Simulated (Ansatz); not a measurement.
## Computed sliding energy of a bilayer: C (space group R-3m)

Interlayer sliding in a free bilayer taken from bulk C (space group R-3m): the upper half of the atoms below is shifted in the plane.

```yaml
crystal:
  lattice:
    - [2.45522, 0.00000, 0.00000]
    - [1.22761, 2.12628, 0.00000]
    - [0.00000, 0.00000, 18.34222]
  atoms:
    - { symbol: C, position: [0.16667, 0.16667, 0.40889] }
    - { symbol: C, position: [0.83333, 0.83333, 0.40890] }
    - { symbol: C, position: [0.83333, 0.83333, 0.59110] }
    - { symbol: C, position: [0.50000, 0.50000, 0.59111] }
```

In-plane vectors a = (2.455, 0.000) Å, b = (1.228, 2.126) Å, area 5.22 Å². The shift is s times the vector a (length 2.455 Å), so s = 1 restores the start. Atoms relax along the normal only. γ = [E(shift) − E(0)] / area.

Computed with r2SCAN+rVV10 (plane waves to 500 eV, PAW, scalar-relativistic; Ansatz, a quantum-chemistry and plane-wave program). k mesh 15×15×1 (Γ-centred), Fermi-Dirac smearing 0.05 eV. Energies are extrapolated to zero smearing. C was relaxed with its symmetry unable to fall. This is one of several known forms of C; the measured ambient cells at hand have space group No. 194 or 225 or 227. The zero of γ is zero shift.

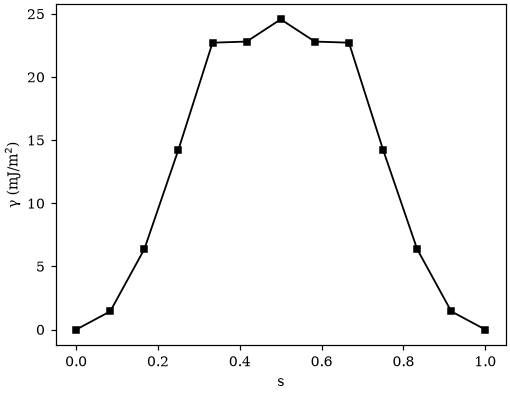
Fig. 1. γ (mJ/m²) against s; markers are the computed points, lines only join them (the last repeats the first, one period on).

The rise of the interlayer gap from the lowest to the highest point is 0.1 Å and the highest computed γ on the line comes out as 24.6 mJ/m². The steepest slope dγ/d(shift) before the first maximum (spline) is 0.50 GPa. Stacking at the lowest point: s = 0.000, C above C. Stacking at the highest point: no atom directly above another.

A slope of 1 mJ/m² per Å is 0.01 GPa.

(The slope of γ gives the shear force per area between the displaced halves; near zero shift its curvature is an elastic stiffness.)
